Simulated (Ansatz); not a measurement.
## CHF3O3S (triflic acid): a line through the functionals

CHF3O3S: 9 atoms, total charge 0, spin state singlet. SMILES: `O=S(=O)(O)C(F)(F)F`. The coordinates come from a PBE0-D4/def2-TZVP relaxation. This is one conformer, not always the lowest.

The vertical ionisation energy (to the doublet cation) y, in eV, basis 6-31G(d); a is the functional's share of exact exchange. Programs: Ansatz 0.2.0.

| functional | program | a | y (eV) |
| --- | --- | --- | --- |
| revPBE | Ansatz | 0 | 11.28 |
| PBE | Ansatz | 0 | 11.36 |
| B3LYP | Ansatz | 0.2 | ? |
| PBE0 | Ansatz | 0.25 | 12.10 |
| r2SCAN0 | Ansatz | 0.25 | 12.34 |
| BHLYP | Ansatz | 0.5 | 12.51 |

Task: Fit y = c + s·a to the known rows and predict B3LYP.

Result: 
1. Means of the 5 rows: a = 0.2000, y = 11.918.
2. Σ(Δa)² = 0.175, Σ(Δa·Δy) = 0.447, so the slope is 0.447/0.175 = 2.5543.
3. Intercept: 11.918 − (2.5543) × 0.2000 = 11.407. The largest residual of the fit is 0.29.
4. B3LYP: 11.407 + (2.5543) × 0.2 = 11.92 eV.

The run gave 12.00 eV, so the prediction is off by -0.08 eV, within the largest residual.

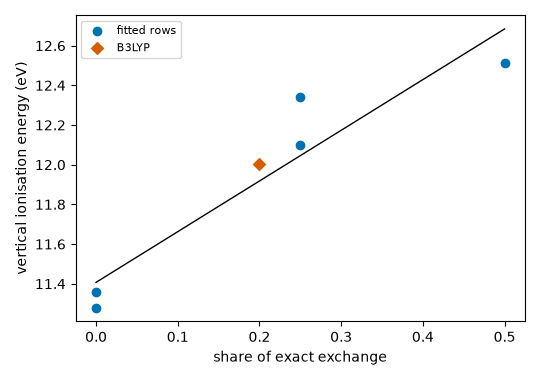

The fitted line, with the withheld row.
